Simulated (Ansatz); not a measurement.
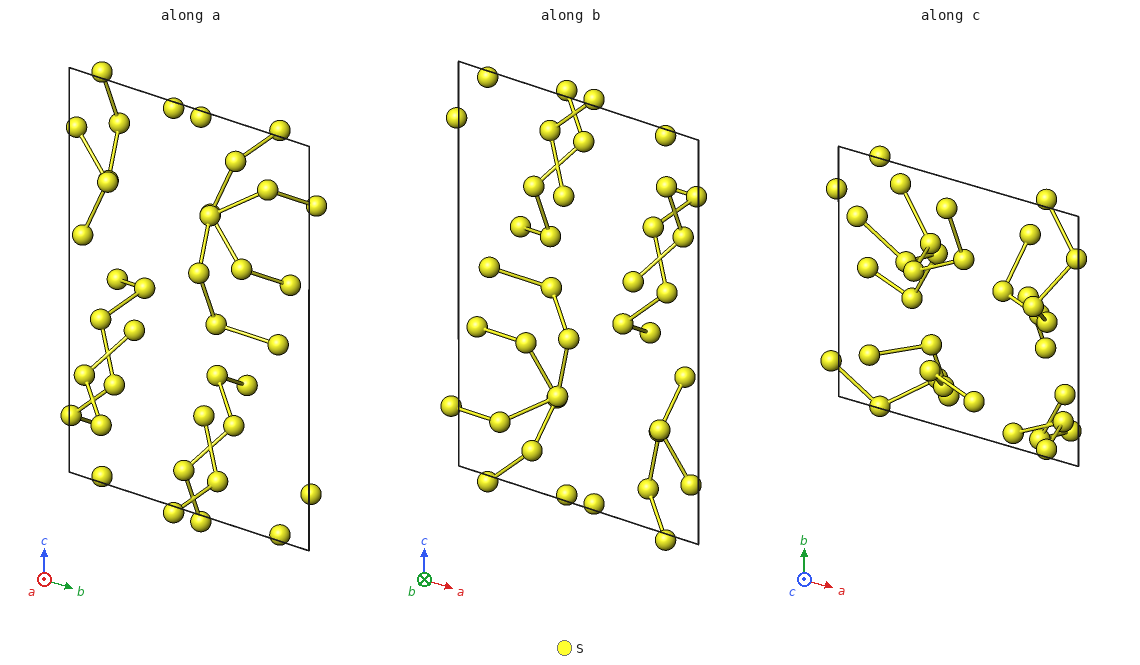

Figure: ball-and-stick view along the a axis, along the b axis and along the c axis. The frame is the unit cell; atoms at its boundary are shown with their periodic copies.

Treated as bonds: S–S up to 2.44 Å (cut-off distances).

The composition is S.

> What is S bonded to?

Each S has two S in a bent arrangement.

> Does the bonding give isolated units, chains, sheets or a framework?

The bonds build separate S8 groups.

Its origin is a structure type known for this element. A relaxation with Ansatz, DFT LDA, scalar-relativistic, plane waves, PAW gave the geometry drawn.
